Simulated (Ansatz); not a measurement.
A ladder of methods for C2H4Br2 (1,2-dibromoethane)

C2H4Br2 has 8 atoms, charge 0, and is taken as a singlet. As SMILES, `BrCCBr`. Geometry: relaxed at PBE0-D4/def2-TZVP. This is one conformer, not always the lowest.

Each level gives the atomisation enthalpy at 298 K (kJ/mol). The values are calculated. The thermal term (zero-point and 298 K enthalpy, harmonic and unscaled) is that of PBE0-D4/def2-TZVP; the spin-orbit lowering of the free atoms at 298 K, 29.4 kJ/mol by their spectra, is taken off.

Measured value to compare with: Active Thermochemical Tables gives the atomisation enthalpy at 298 K of the gas as 2567 kJ/mol.

```json
{"level": "HF/6-31G* (spherical functions)", "kind": "Hartree–Fock", "program": "Ansatz", "value (kJ/mol)": "1820", "computed − measured": "-747", "CPU time (all runs)": "6.2 s"}
{"level": "B3LYP/6-31G* (spherical functions)", "kind": "global hybrid", "program": "Ansatz", "value (kJ/mol)": "2535", "computed − measured": "-32", "CPU time (all runs)": "22 s"}
{"level": "MP2/6-31G* (spherical functions)", "kind": "perturbation theory", "program": "Ansatz", "value (kJ/mol)": "2362", "computed − measured": "-205", "CPU time (all runs)": "8 s"}
{"level": "CCSD/6-31G* (spherical functions)", "kind": "coupled cluster or CI", "program": "Ansatz", "value (kJ/mol)": "2295", "computed − measured": "-272", "CPU time (all runs)": "44 s"}
```

Nearest: B3LYP/6-31G* (spherical functions) (-32 kJ/mol); farthest: HF/6-31G* (spherical functions) (-747 kJ/mol). Computed less measured by kind, in kJ/mol (of the ab initio rows, those in 6-31G*): Hartree–Fock -747; global hybrid -32; perturbation theory -205; coupled cluster or CI -272. In a finite basis correlated wave-function methods underbind, so their errors here aren't those of the basis-set limit. All-electron rows without a relativistic Hamiltonian named are non-relativistic. In the correlated wave-function rows the outer d shell of Br is correlated, in sets not made for it. In so small a basis fixed costs decide the times, and correlated methods can beat functionals. CPU times are rough (shared hosts, several kinds of processor and program).

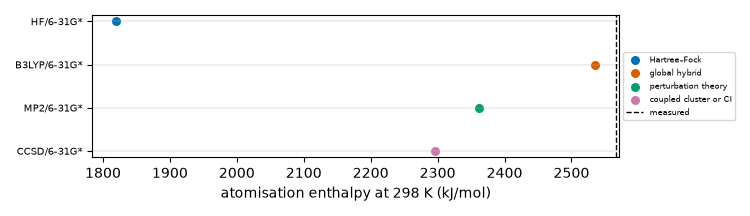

The values of the table, level by level.
